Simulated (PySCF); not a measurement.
**[ReO3(H2O)2]+: forces at shaken geometries**

Aim: move all atoms of relaxed [ReO3(H2O)2]+ at random and read energies and forces. The structure is generated, not taken from experiment.

Method: TPSS, Re def2-SVP with ECP60, O def2-SVP, H def2-SVP; scalar-relativistic core potentials, no spin–orbit coupling; program: PySCF 2.14.0.

3 further runs of the same task are left out: 1 for a known fault of the program, 1 that didn't finish, 1 set aside as unsound or not needed.

### Step 1. Starting geometry

10 atoms, charge 1, spin multiplicity 1.

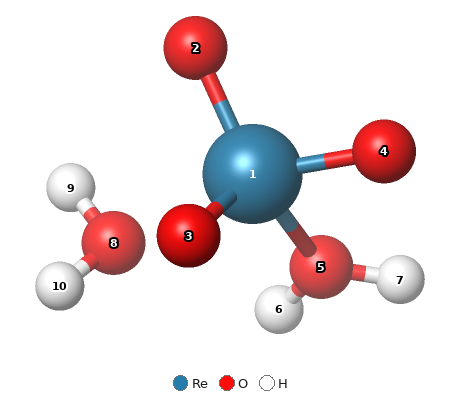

The structure; rhenium blue, oxygen red, hydrogen white; atoms are numbered from 1 in the order of the file.

Coordinates:

```xyz
10

Re    0.03291    0.15863    0.10185
O     0.53606   -0.16673    1.70077
O     1.37139   -0.09160   -0.92887
O    -0.30349    1.83360    0.04578
O    -1.97897   -0.12770   -0.58298
H    -2.37087   -0.99397   -0.82682
H    -2.58597    0.61486   -0.79772
O    -0.39707   -2.11117   -0.12169
H    -0.39541   -2.61866    0.72010
H     0.24566   -2.57153   -0.70626
```

Formal oxidation states: Re +7. An earlier session relaxed this geometry at TPSS, Re def2-SVP with ECP60, O def2-SVP, H def2-SVP (singlet, point group C1).

Its energy there is -456.437941 Eh.

### Step 2. Atoms moved at random, σ = 0.1 Å

Contents of run.py (the lines that set the calculation):

```python
mol = gto.M(atom='''
Re    -0.16206     0.09754     0.12208
O      0.59757    -0.03101     1.76043
O      1.38959    -0.06907    -0.98016
O     -0.30571     1.92320     0.06095
O     -1.96240    -0.20490    -0.60374
H     -2.26691    -1.06466    -0.95785
H     -2.53289     0.59582    -0.77541
O     -0.35344    -2.17397    -0.09044
H     -0.34917    -2.54130     0.65377
H      0.09967    -2.60589    -0.58547''',
    basis={'Re': 'def2-SVP', 'O': 'def2-SVP', 'H': 'def2-SVP'},
    ecp={'Re': 'def2-SVP'},
    charge=1, spin=0)
mf = dft.RKS(mol, xc='TPSS')
mf.grids.atom_grid = (50, 194)
mf = mf.density_fit()  # fitting sets: Re def2-universal-JKFIT, O def2-universal-JKFIT, H def2-universal-JKFIT
mf.conv_tol = 1e-08; mf.max_cycle = 55
mf.kernel(dm0)  # dm0: the density of the relaxed state
```

Run with:

```
OMP_NUM_THREADS=2 python run.py
```

Output:

```text
init E= -456.188878994483
  HOMO = -0.535618973559081  LUMO = -0.4516698432438  gap/eV = 2.28437
cycle= 1 E= -456.23560250299  delta_E= -0.0467  |g|= 0.467  |ddm|= 1.16
  HOMO = -0.4069532435398  LUMO = -0.285349741088942  gap/eV = 3.30900
cycle= 2 E= -455.89182742411  delta_E= 0.344  |g|= 1.32  |ddm|= 1.28
  HOMO = -0.397169871413893  LUMO = -0.336523191928972  gap/eV = 1.65028
cycle= 3 E= -456.007254213948  delta_E= -0.115  |g|=  1.2  |ddm|= 1.54
  HOMO = -0.432345820054989  LUMO = -0.352676047030181  gap/eV = 2.16792
cycle= 4 E= -456.24138346594  delta_E= -0.234  |g|= 0.471  |ddm|= 0.791
  HOMO = -0.434957740015823  LUMO = -0.353931599392772  gap/eV = 2.20483
cycle= 5 E= -456.253282677161  delta_E= -0.0119  |g|= 0.392  |ddm|= 0.504
  HOMO = -0.441709656555463  LUMO = -0.357483207242448  gap/eV = 2.29192
cycle= 6 E= -456.27743178204  delta_E= -0.0241  |g|= 0.196  |ddm|= 0.237
  HOMO = -0.443182022220522  LUMO = -0.359286744050618  gap/eV = 2.28291
cycle= 7 E= -456.282749114195  delta_E= -0.00532  |g|= 0.116  |ddm|= 0.141
  HOMO = -0.443507924753392  LUMO = -0.357671435904543  gap/eV = 2.33573
cycle= 8 E= -456.285247676182  delta_E= -0.0025  |g|= 0.0362  |ddm|= 0.0606
  HOMO = -0.44398397921201  LUMO = -0.357419666646153  gap/eV = 2.35553
cycle= 9 E= -456.28550346086  delta_E= -0.000256  |g|= 0.00831  |ddm|= 0.0215
  HOMO = -0.444235489817843  LUMO = -0.357531276983268  gap/eV = 2.35934
cycle= 10 E= -456.285515822041  delta_E= -1.24e-05  |g|= 0.00179  |ddm|= 0.00503
  HOMO = -0.444204762550099  LUMO = -0.357471646318757  gap/eV = 2.36013
cycle= 11 E= -456.285516484323  delta_E= -6.62e-07  |g|= 0.000275  |ddm|= 0.00141
  HOMO = -0.444206106671398  LUMO = -0.357471868227093  gap/eV = 2.36016
cycle= 12 E= -456.285516488807  delta_E= -4.48e-09  |g|= 0.000221  |ddm|= 0.00015
  HOMO = -0.444210726487841  LUMO = -0.357474130661868  gap/eV = 2.36022
cycle= 13 E= -456.28551649943  delta_E= -1.06e-08  |g|= 3.18e-05  |ddm|= 0.000141
  HOMO = -0.444210568343566  LUMO = -0.357473816523348  gap/eV = 2.36023
cycle= 14 E= -456.285516499653  delta_E= -2.22e-10  |g|= 7.53e-06  |ddm|= 2.99e-05
  HOMO = -0.444209705991238  LUMO = -0.357474052764281  gap/eV = 2.36020
Extra cycle  E= -456.285516498611  delta_E= 1.04e-09  |g|= 6.95e-05  |ddm|= 5.48e-05
converged SCF energy = -456.285516498611
```

It took 8.9 s on 2 threads of Arm Neoverse V2, shared host.

Read off: E = -456.285516 Eh (+4.148 eV from the relaxed state), HOMO -12.09 eV, LUMO -9.73 eV, Mulliken charge on Re1 +1.13 e, largest force component 13.972 eV/Å. 

```tsv
atom	Fx	Fy	Fz (eV/Å)
Re1	11.982	6.259	1.376
O2	-2.623	-0.631	-3.652
O3	-5.555	-0.068	3.189
O4	-0.729	-4.947	-0.102
O5	-2.262	0.460	-0.657
H6	-0.555	-0.109	-0.207
H7	-0.125	-0.735	-0.191
O8	-9.661	13.972	-0.019
H9	-0.147	-5.449	11.083
H10	9.676	-8.751	-10.820
```

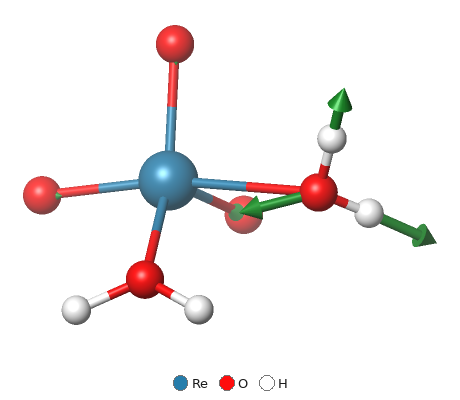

Forces as arrows, the longest for the largest force.

### Step 3. Atoms moved at random, σ = 0.15 Å

Contents of run.py (the lines that set the calculation):

```python
mol = gto.M(atom='''
Re    -0.07220     0.26425     0.12082
O      0.66302    -0.17666     1.74692
O      1.48524    -0.21058    -0.86419
O     -0.44665     1.80527    -0.02624
O     -2.20894    -0.09090    -0.57896
H     -2.48720    -1.10466    -0.89638
H     -2.46441     0.61093    -0.60622
O     -0.26249    -2.29033    -0.11365
H     -0.34603    -2.24043     0.64127
H      0.29391    -2.64114    -0.81922''',
    basis={'Re': 'def2-SVP', 'O': 'def2-SVP', 'H': 'def2-SVP'},
    ecp={'Re': 'def2-SVP'},
    charge=1, spin=0)
mf = dft.RKS(mol, xc='TPSS')
mf.grids.atom_grid = (50, 194)
mf = mf.density_fit()  # fitting sets: Re def2-universal-JKFIT, O def2-universal-JKFIT, H def2-universal-JKFIT
mf.conv_tol = 1e-08; mf.max_cycle = 55
mf.kernel(dm0)  # dm0: the density of the relaxed state
```

Run with:

```
OMP_NUM_THREADS=2 python run.py
```

Output:

```text
init E= -455.989591047879
  HOMO = -0.564381328178565  LUMO = -0.474944465205591  gap/eV = 2.43370
cycle= 1 E= -455.891912593981  delta_E= 0.0977  |g|= 1.15  |ddm|=  1.5
  HOMO = -0.339602801161914  LUMO = -0.273064994875237  gap/eV = 1.81059
cycle= 2 E= -454.173150407659  delta_E= 1.72  |g|= 2.99  |ddm|= 2.81
  HOMO = -0.430547639465171  LUMO = -0.320877841206631  gap/eV = 2.98427
cycle= 3 E= -455.581602551275  delta_E= -1.41  |g|= 1.53  |ddm|= 2.51
  HOMO = -0.42130449538331  LUMO = -0.358854909482433  gap/eV = 1.69934
cycle= 4 E= -455.67712292198  delta_E= -0.0955  |g|= 1.53  |ddm|= 2.02
  HOMO = -0.44332917616547  LUMO = -0.364432910263932  gap/eV = 2.14688
cycle= 5 E= -456.082032010583  delta_E= -0.405  |g|= 0.565  |ddm|= 0.653
  HOMO = -0.451019279033144  LUMO = -0.360367690555904  gap/eV = 2.46676
cycle= 6 E= -456.059018343227  delta_E= 0.023  |g|= 0.619  |ddm|= 0.471
  HOMO = -0.448042141118368  LUMO = -0.366091304456441  gap/eV = 2.23000
cycle= 7 E= -456.131720975256  delta_E= -0.0727  |g|= 0.258  |ddm|= 0.417
  HOMO = -0.451752635209274  LUMO = -0.366837576103462  gap/eV = 2.31066
cycle= 8 E= -456.141264842439  delta_E= -0.00954  |g|= 0.142  |ddm|= 0.0878
  HOMO = -0.454828573229275  LUMO = -0.367648046812196  gap/eV = 2.37230
cycle= 9 E= -456.145264728694  delta_E= -0.004  |g|= 0.035  |ddm|= 0.08
  HOMO = -0.455569366925054  LUMO = -0.36763037810927  gap/eV = 2.39294
cycle= 10 E= -456.145504817147  delta_E= -0.00024  |g|= 0.00653  |ddm|= 0.0277
  HOMO = -0.455511328295131  LUMO = -0.367661854105328  gap/eV = 2.39051
cycle= 11 E= -456.145513953674  delta_E= -9.14e-06  |g|= 0.00171  |ddm|= 0.00482
  HOMO = -0.455386470497583  LUMO = -0.36759006734706  gap/eV = 2.38906
cycle= 12 E= -456.145513820277  delta_E= 1.33e-07  |g|= 0.00182  |ddm|= 0.00213
  HOMO = -0.455413690642025  LUMO = -0.367594950498506  gap/eV = 2.38967
cycle= 13 E= -456.145514501333  delta_E= -6.81e-07  |g|= 0.00048  |ddm|= 0.000988
  HOMO = -0.45542850160529  LUMO = -0.36760208172846  gap/eV = 2.38988
cycle= 14 E= -456.145514550749  delta_E= -4.94e-08  |g|= 2.7e-05  |ddm|= 0.000323
  HOMO = -0.455426894893321  LUMO = -0.367600011877191  gap/eV = 2.38989
cycle= 15 E= -456.145514550863  delta_E= -1.14e-10  |g|= 1.34e-05  |ddm|= 2.01e-05
  HOMO = -0.455427467053092  LUMO = -0.367602171495723  gap/eV = 2.38985
Extra cycle  E= -456.145514548924  delta_E= 1.94e-09  |g|= 9.59e-05  |ddm|= 7.6e-05
converged SCF energy = -456.145514548924
```

It took 9.2 s on 2 threads of Arm Neoverse V2, shared host.

It gives: E = -456.145515 Eh (+7.957 eV from the relaxed state), HOMO -12.39 eV, LUMO -10.00 eV, Mulliken charge on Re1 +1.06 e, largest force component 28.194 eV/Å. 

```tsv
atom	Fx	Fy	Fz (eV/Å)
Re1	8.872	-12.590	1.033
O2	-2.902	1.828	-3.690
O3	-5.288	2.342	2.230
O4	-1.298	7.795	-0.359
O5	11.742	-28.194	1.432
H6	0.127	4.182	0.835
H7	-10.924	24.102	-1.941
O8	-0.146	1.692	-23.617
H9	-0.977	-0.583	23.008
H10	0.794	-0.573	1.069
```

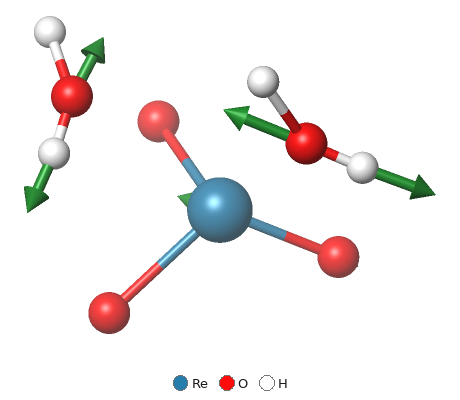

Forces as arrows, the longest for the largest force.

### Step 4. Atoms moved at random, σ = 0.1 Å

Contents of run.py (the lines that set the calculation):

```python
mol = gto.M(atom='''
Re    -0.02731     0.38562     0.20564
O      0.51209    -0.16162     1.84938
O      1.30441     0.06341    -1.01052
O     -0.27351     1.70471     0.08367
O     -1.92221     0.02856    -0.68523
H     -2.45571    -0.98861    -0.88427
H     -2.54119     0.51761    -0.72613
O     -0.33253    -2.28904    -0.17516
H     -0.27935    -2.78930     0.72878
H      0.16954    -2.54560    -0.78202''',
    basis={'Re': 'def2-SVP', 'O': 'def2-SVP', 'H': 'def2-SVP'},
    ecp={'Re': 'def2-SVP'},
    charge=1, spin=0)
mf = dft.RKS(mol, xc='TPSS')
mf.grids.atom_grid = (50, 194)
mf = mf.density_fit()  # fitting sets: Re def2-universal-JKFIT, O def2-universal-JKFIT, H def2-universal-JKFIT
mf.conv_tol = 1e-08; mf.max_cycle = 55
mf.kernel(dm0)  # dm0: the density of the relaxed state
```

Run with:

```
OMP_NUM_THREADS=2 python run.py
```

Output:

```text
init E= -456.218402208262
  HOMO = -0.490885764793744  LUMO = -0.368816597657315  gap/eV = 3.32167
cycle= 1 E= -455.834950601284  delta_E= 0.383  |g|= 1.04  |ddm|= 1.57
  HOMO = -0.328766178604717  LUMO = -0.307839674370232  gap/eV = 0.56944
cycle= 2 E= -450.716336930153  delta_E= 5.12  |g|= 4.75  |ddm|= 4.14
  HOMO = -0.414715499663863  LUMO = -0.277860064543155  gap/eV = 3.72403
cycle= 3 E= -455.653014034001  delta_E= -4.94  |g|=  1.4  |ddm|= 3.86
  HOMO = -0.425979445323196  LUMO = -0.33661727814226  gap/eV = 2.43167
cycle= 4 E= -455.977338930601  delta_E= -0.324  |g|= 0.581  |ddm|= 1.31
  HOMO = -0.428333491946269  LUMO = -0.337968805588672  gap/eV = 2.45895
cycle= 5 E= -455.944463337122  delta_E= 0.0329  |g|= 0.695  |ddm|= 0.656
  HOMO = -0.443275384482772  LUMO = -0.341591234866495  gap/eV = 2.76697
cycle= 6 E= -456.034173692812  delta_E= -0.0897  |g|= 0.212  |ddm|= 0.547
  HOMO = -0.44144744499391  LUMO = -0.336422789150596  gap/eV = 2.85787
cycle= 7 E= -456.041418288033  delta_E= -0.00724  |g|= 0.103  |ddm|= 0.089
  HOMO = -0.44367100060877  LUMO = -0.336155967961979  gap/eV = 2.92563
cycle= 8 E= -456.043517198104  delta_E= -0.0021  |g|= 0.0222  |ddm|= 0.0699
  HOMO = -0.444560120047817  LUMO = -0.336598585652926  gap/eV = 2.93778
cycle= 9 E= -456.04360629959  delta_E= -8.91e-05  |g|= 0.0052  |ddm|= 0.0174
  HOMO = -0.444227854635792  LUMO = -0.336287744251436  gap/eV = 2.93720
cycle= 10 E= -456.04361199171  delta_E= -5.69e-06  |g|= 0.0013  |ddm|= 0.00454
  HOMO = -0.444291359376293  LUMO = -0.336328221051986  gap/eV = 2.93783
cycle= 11 E= -456.043612272585  delta_E= -2.81e-07  |g|= 0.00048  |ddm|= 0.00119
  HOMO = -0.44432403746669  LUMO = -0.336355824514307  gap/eV = 2.93796
cycle= 12 E= -456.04361230855  delta_E= -3.6e-08  |g|= 0.000228  |ddm|= 0.000412
  HOMO = -0.44431427134808  LUMO = -0.336350549821585  gap/eV = 2.93784
cycle= 13 E= -456.043612319183  delta_E= -1.06e-08  |g|= 2.68e-05  |ddm|= 0.000157
  HOMO = -0.444313944849135  LUMO = -0.336351017480169  gap/eV = 2.93782
cycle= 14 E= -456.043612319342  delta_E= -1.59e-10  |g|= 1.86e-06  |ddm|= 2.22e-05
  HOMO = -0.444313901909531  LUMO = -0.336350906108951  gap/eV = 2.93782
Extra cycle  E= -456.043612319322  delta_E= 2.02e-11  |g|= 9.86e-06  |ddm|= 8.5e-06
converged SCF energy = -456.043612319322
```

Wall time 8.9 s (2 threads of Arm Neoverse V2, shared host).

It gives: E = -456.043612 Eh (+10.730 eV from the relaxed state), HOMO -12.09 eV, LUMO -9.15 eV, Mulliken charge on Re1 +1.10 e, largest force component 54.993 eV/Å. 

```tsv
atom	Fx	Fy	Fz (eV/Å)
Re1	12.962	-54.993	2.962
O2	-1.088	1.995	-2.541
O3	-2.683	0.924	2.632
O4	-8.849	51.504	-3.277
O5	11.048	-15.770	0.082
H6	2.759	3.466	0.879
H7	-13.989	12.050	-0.865
O8	-8.368	4.386	11.058
H9	0.417	0.824	-2.525
H10	7.791	-4.387	-8.405
```

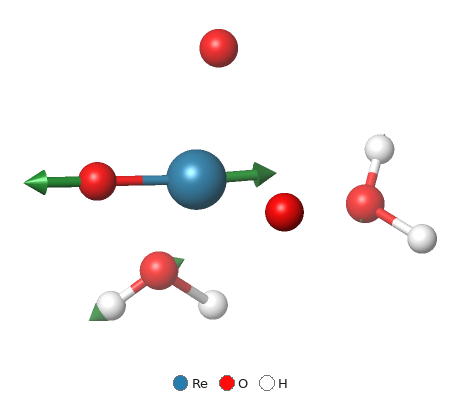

Forces as arrows, the longest for the largest force.

### Step 5. The displacements side by side

| σ (Å) | energy rise (eV) | harmonic estimate −½ F·u (eV) | largest force component (eV/Å) |
| --- | --- | --- | --- |
| 0.1 | 4.148 | 4.413 | 13.97 |
| 0.15 | 7.957 | 6.123 | 28.19 |
| 0.1 | 10.730 | 13.143 | 54.99 |

Every displacement raises the energy. For a harmonic well the rise equals −½ F·u; the two differ by at most 23 % here (a move with σ = 0.15 Å), from anharmonicity, the grid and the small forces left at the relaxed point. The bases are small and lack diffuse functions. Spin–orbit coupling is left out.
